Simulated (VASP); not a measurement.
Band structure of Li2S (antifluorite). All values below come from vdW-DF2, VASP's PBE PAW potentials (set 64) (plane waves; VASP).

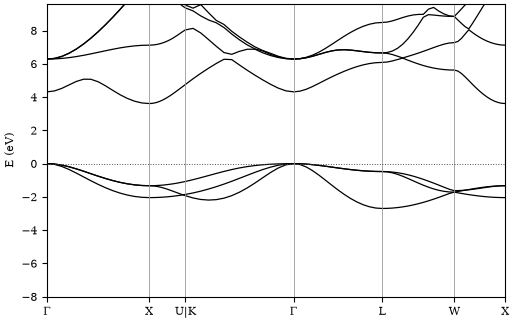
*Bands along high-symmetry lines, zero at the valence-band maximum or, without a gap, the Fermi level*

**Question.** Read the plot: is there a gap, and where are the band edges?

**Answer.** The gap is indirect, 3.61 eV, from the valence maximum at Γ to the conduction minimum at X. (Edges off the drawn lines would not show.)

The compound is Li2S in the antifluorite structure. It was relaxed first.
